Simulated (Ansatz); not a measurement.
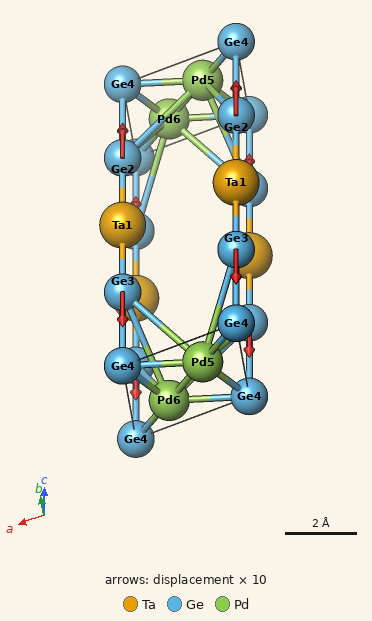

A relaxation of a crystal of TaGe₃Pd₂ (a generated structure, set up in P6/mmm) (coarse preliminary run). The starting structure is drawn; red arrows show the displacements (the part carried along by the change of the cell is left out), magnified 10 times.

Style: ball-and-stick. Shown: the cell of the calculation, from a free direction.

The calculation used DFT PBE, scalar-relativistic, plane waves, PAW in Ansatz 0.2.0. Set-up: plane-wave cutoff 420 eV; k-point mesh 6 × 6 × 2; occupations gaussian; smearing width 0.1 eV; no spin polarisation; cell and atoms relaxed; force threshold 0.04 eV/Å; at most 70 steps.

### Describe the change and its energy.

The energy falls by 4.156 eV per cell of the calculation in 6 accepted moves (8 points after the start). Largest force component: 3.1 eV/Å at the start, 0.0016 eV/Å at the end. Pressure: 38.33 GPa at the start and 0.12 GPa at the end. The SCF was repeated twice at an unchanged geometry on a basis and grid sized afresh for the cell, which shifted the energy by 57.0 meV per cell of the calculation at most. The largest moves relative to the cell, 0.12 Å, are those of Ge2 and Ge3. Ge2 goes along +c. Pd and Ta stay in place. The volume changes by +31.8 %, with a = b 3.932 → 4.423 Å (+12.5 %), c 9.359 → 9.747 Å (+4.1 %). Some distances before and after: Pd5–Pd6 2.270 → 2.554 Å, Ge4–Pd5 2.270 → 2.554 Å, Ta1–Ge2 2.232 → 2.443 Å, Ge2–Pd5 3.338 → 3.526 Å. The space group stays P6/mmm (No. 191). The run took 2.4 min on 1 thread of Intel(R) Xeon(R) Processor @ 2.50GHz (Skylake/Cascade Lake), on a shared host, peak memory 0.51 GiB.
